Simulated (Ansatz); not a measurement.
**BClH$_{2}$···H (doublet): density, localisation and related maps**

Input

```
crystal:
  periodic: [false, false, false]
  atoms:
    - { symbol: B, position_ang: [0.0, 0.0, -0.080189] }
    - { symbol: Cl, position_ang: [0.0, 0.0, 1.73626] }
    - { symbol: H, position_ang: [1.051434, 0.0, -0.636613] }
    - { symbol: H, position_ang: [-1.051434, 0.0, -0.636613] }
    - { symbol: H, position_ang: [0.0, 0.0, 4.317156] }
magnetization:
  spin_polarized: true
  initial_magnetization: 1
basis:
  gaussian: { orbitals: def2-SVP }
hamiltonian:
  xc: hf
relax:
  f_tol: 0.03
  max_steps: 50
output:
  orbitals: {}
```

Command:

```sh
ansatz run input.yaml --threads 1 --pin off --max-ram 2048MiB --backend cpu --events-out ev --progress --plain --runs-dir out
```

The fields are those of the run's last geometry, not of the input's.

Theory: Ansatz 0.2.0, UHF/def2-SVP.

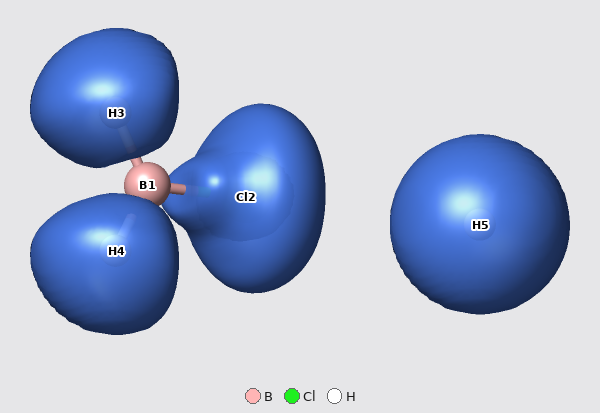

Figure 1. Isosurface of the ELF at 0.75 (blue), seen at a tilt. Core shells and regions of very low density are left out.

Question: Identify the bonds, lone pairs and shells in this picture.

Answer: The surface consists of three regions around hydrogen nuclei and one region on Cl in which the atom's valence shell and bonds are merged. Along the contacts the grid gives the following. B–Cl (1.75 Å): the ELF peaks at about 0.90 between the atoms, as expected for a polar covalent bond. B–H (1.19 Å): the ELF climbs to about 1 towards the hydrogen, as it does in any bond to H: a covalent bond by its length.

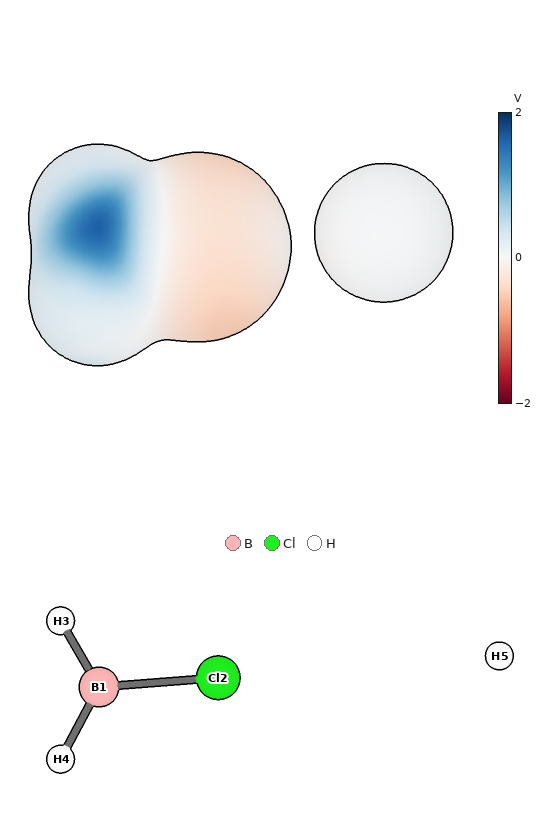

Figure 2. The molecular electrostatic potential painted on the density surface at 0.001 e/bohr³, seen at a tilt; red is negative and blue positive. The bare structure is drawn below in the same view.

Question: Which sites attract a positive test charge, and which a negative one?

Answer: A positive charge is drawn to the negative regions and a negative charge to the positive ones. The most negative region (about −0.5 V) lies over Cl2, the most positive (about +1.6 V) over B1.

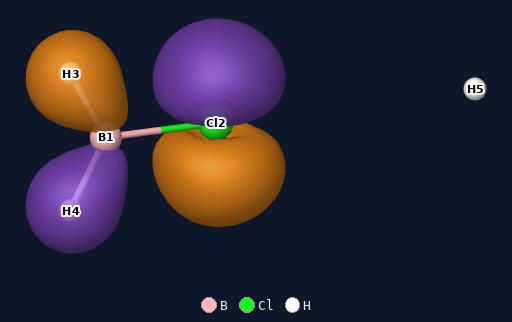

Figure 3. The HOMO (β) at ±0.15 Å⁻³ᐟ² (orange and purple are the two phases), seen at a tilt.

Question: Describe this orbital and give its energy.

Answer: Its weight (Hirshfeld) is mainly on Cl2 (about 65 %), B1 (about 15 %), H3 (about 10 %) and H4 (about 10 %); it is symmetric in the molecular plane (an in-plane orbital: σ, lone-pair or in-plane π type); largely a lone pair of Cl2. Its energy is −11.88 eV.

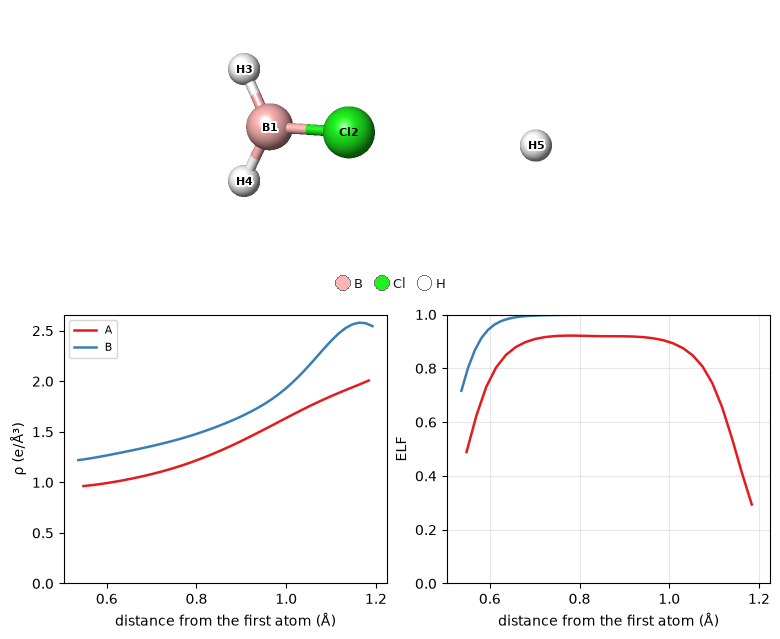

Figure 4. Total electron density and electron localisation function along straight lines between neighbouring atoms. The curves leave out the atomic cores. The structure is drawn too.

Question: Which curve belongs to which contact (B–Cl and B–H)? The first atom named is at distance zero.

Answer: Curve A: B–Cl (1.75 Å): ρ is about 1.4 e/Å³ halfway; the ELF peaks at about 0.90 between the atoms, as expected for a polar covalent bond. Curve B: B–H (1.19 Å): the density is about 1.3 e/Å³ at the midpoint; the ELF climbs to about 1 towards the hydrogen (an ordinary covalent bond to hydrogen).
